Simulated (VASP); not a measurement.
Band structure of ZrB$_{2}$ (AlB2 type). Calculation: revTPSS meta-GGA, VASP's PBE PAW potentials (set 64) (plane waves; VASP 6.6.1).

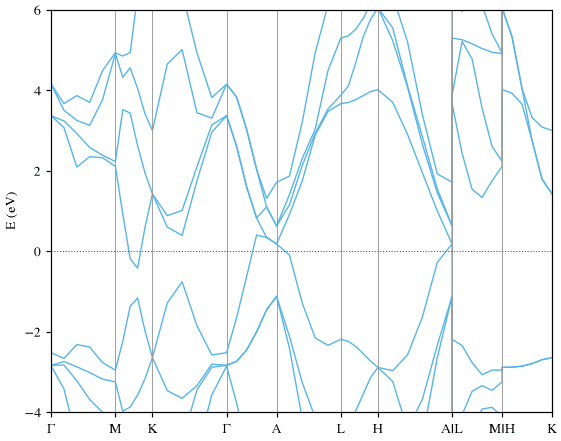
Figure: Bands along high-symmetry lines, zero at the valence-band maximum or, without a gap, the Fermi level

Read the plot: is there a gap, and where are the band edges?

It has no gap at this level: it comes out as a metal or semimetal.

The compound is ZrB2 in the AlB2 type structure. It was relaxed first.
